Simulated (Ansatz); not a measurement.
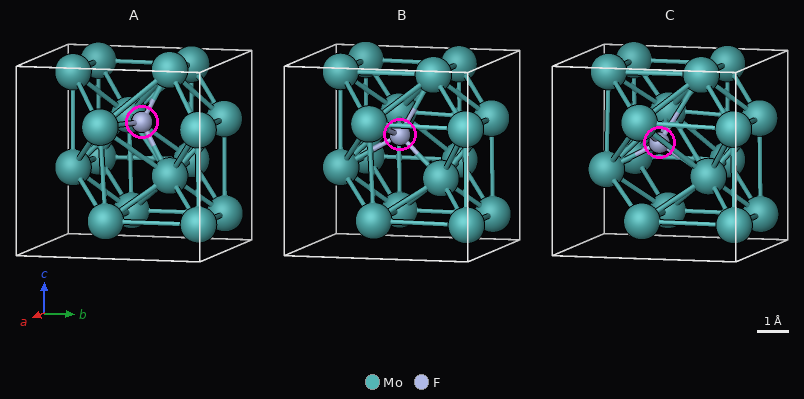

3 geometries from a converged minimum-energy path of Mo with an interstitial F (17 atoms in the cell), shuffled. The picture is a ball-and-stick view of the simulation cell (origin moved), seen slightly off an axis. The moving atom is ringed, with any periodic copies. Bonds to atoms that aren't drawn are left out.

Method: DFT PBE-D3(BJ), scalar-relativistic, plane waves, PAW (Ansatz 0.2.0). Run with plane-wave cutoff 420 eV; k-point mesh 3 × 3 × 3; Fermi-Dirac smearing 0.1 eV; 5 movable images; climbing image; force threshold 0.03 eV/Å; iteration limit 38; spring constant 2.0 eV/Å²; optimiser L-BFGS; starting path by image-dependent pair potential.

Which frame is the top of the path?

B. In order along the path, whose images run from 0 to 6: C (image 1, +0.07 eV), B (image 3, +0.38 eV), A (image 6, 0.00 eV). The F atom travels furthest, 1.11 Å from end to end, along [0 1 1], on a straight line. At the highest image its nearest neighbour (Mo) is 1.97 Å away, against 2.00 Å at the start, and the surrounding atoms stand up to 0.13 Å off the mean of their end positions.

Limits of the set-up: the cell has an odd number of electrons but was run without spin polarisation; the periodic images lie only 6.3 Å apart, so the values are limited by the cell's size.

The run took 18 min on 4 threads of AMD EPYC 7R13 Processor (Zen 3) (shared host), peak memory 2.6 GiB.
